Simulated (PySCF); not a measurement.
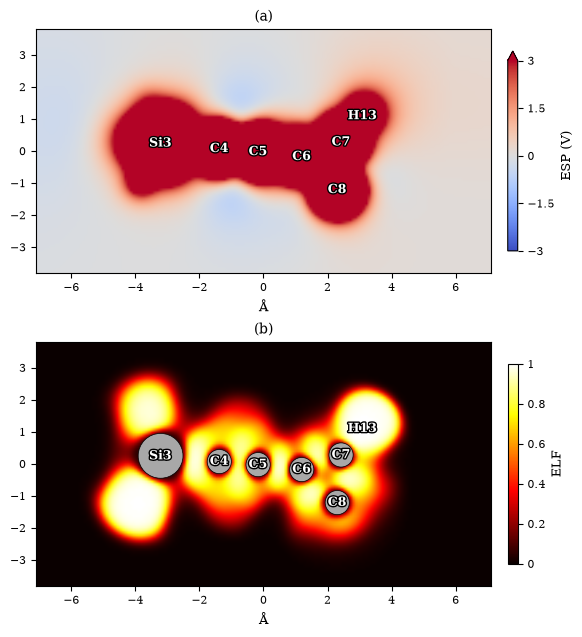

C6H7FSi (SMILES FC[SiH2]C#CC1=CC1). (a) electrostatic potential; (b) ELF on the plane of atoms C8, C7 and H13. Grey discs cover the atomic cores in the ELF map.

Geometry: GFN2-xTB.

These are results of PySCF 2.14.0, PBE0/pcSseg-1, SCF density, gas phase, non-relativistic, not measurements.

```xyz
15

F     4.4425    0.3582    0.3572
C     3.1084    0.5014    0.0250
Si    2.0266   -0.6496    1.1190
C     0.2948   -0.3094    0.5916
C    -0.8577   -0.0852    0.2798
C    -2.1519    0.1407   -0.1121
C    -3.2889    0.7900   -0.0741
C    -3.2513   -0.3561   -1.0274
H     2.8700    1.5600    0.1590
H     3.0298    0.2650   -1.0394
H     2.3841   -2.0431    0.8426
H     2.2129   -0.2895    2.5262
H    -3.8834    1.5748    0.3214
H    -3.7651   -1.2795   -0.7820
H    -3.1753   -0.1697   -2.0935
```

**What does the map show?**

The plane passes through Si, C and H nuclei.
C–C (1.21 Å): the ELF peaks at about 0.85 between the atoms (a multiple bond).
C–Si (1.84 Å): the ELF peaks at about 0.95 between the atoms: a shared electron pair.
C–H (1.06 Å): the ELF climbs to about 1 towards the hydrogen, as it does in any bond to H; an ordinary covalent bond to hydrogen.
C–C (1.31 Å): the ELF peaks at about 0.85 between the atoms; a short, multiple covalent bond.
C–C (1.37 Å): the ELF peaks at about 0.95 between the atoms: a covalent bond.
Outside the dense part of the molecule the potential is most negative (−0.6 V) near C4.
